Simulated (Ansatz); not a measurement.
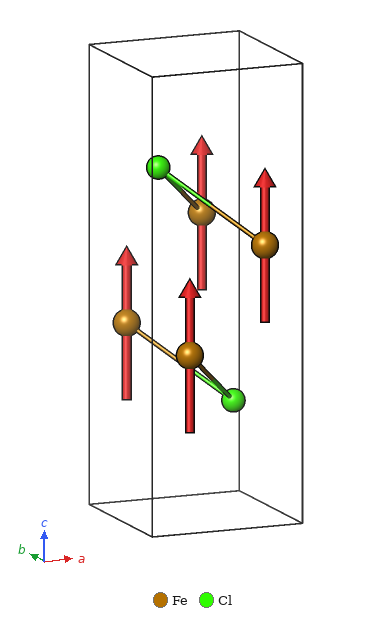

This ball-and-stick model is shown slightly off an axis. The wireframe shows the simulation cell. Arrows are the site magnetic moments above 0.25 μB (those induced on non-metal atoms are left out); longer means larger, and red and blue are up and down (without spin-orbit coupling the axis itself is arbitrary).

This is the state reached for FeCl. Method used: DFT PBE, scalar-relativistic, plane waves, PAW (Ansatz). It ran with a kinetic-energy cutoff of 420 eV, a 16×16×6 sampling of the Brillouin zone, Gaussian smearing of 0.1 eV, collinear spins.

Q: Characterise the magnetic order.

A: Ferromagnetic (within this cell). Site moments: 2 Fe +3.1 μB. The net spin moment of the whole cell is 6.5 μB, including what lies between the atoms and on sites without an arrow.

Provenance: a textbook structure type filled with these elements (whether it is the usual form wasn't checked). The picture shows the end point of a geometry optimisation with DFT PBE, scalar-relativistic, plane waves, PAW (Ansatz).
